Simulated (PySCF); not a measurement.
# B8NH9: magnetic properties

Programs: PySCF 2.14.0, with routines of our own; each step states its level. All values are computed. Atoms count from 0.

## 1. The system as given

18 atoms, charge 0, multiplicity 1; geometry from: GFN2-xTB.

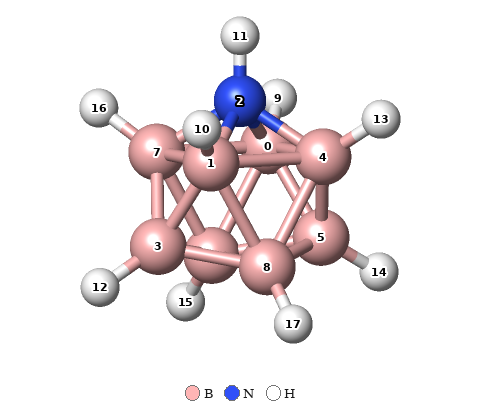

The starting geometry (boron pink, nitrogen blue, hydrogen white).

## 2. Magnetic properties: GIAO KT3/def2-SVP

What the job is given:

```
{"job": {"kind": "mag", "xc": "KT3", "basis": "def2-SVP"}, "charge": 0, "multiplicity": 1}
B     -1.034400    -0.929200     0.313040
B      1.003200     0.703920     0.731650
N     -0.044240    -0.283880     1.335300
B      1.448060     0.096680    -0.772730
B     -0.953710     0.807610     0.690020
B     -1.394420     0.249400    -0.834170
B     -0.007090    -0.650830    -1.285380
B      0.915850    -1.033030     0.356560
B      0.079460     1.118990    -0.905480
H     -1.678930    -1.813640     0.749920
H      1.607190     1.324080     1.531280
H     -0.076400    -0.495730     2.321830
H      2.480970     0.165220    -1.322700
H     -1.522630     1.490110     1.463970
H     -2.389810     0.426360    -1.428110
H     -0.021790    -1.318560    -2.252280
H      1.441900    -1.980450     0.819790
H      0.146770     2.122940    -1.512510
```

Level: GIAO KT3/def2-SVP magnetisability, rotational g tensor and spin-rotation constants, non-relativistic, gas phase.

Started as:

```
OMP_NUM_THREADS=1 python excited_run.py task.json out
```

This one command runs all jobs of the session in turn.

**Question.** How long does this first job take on 1 thread of Arm Neoverse V1, shared host, and how much memory does it need?

About 46 s, with a peak of 0.55 GiB.
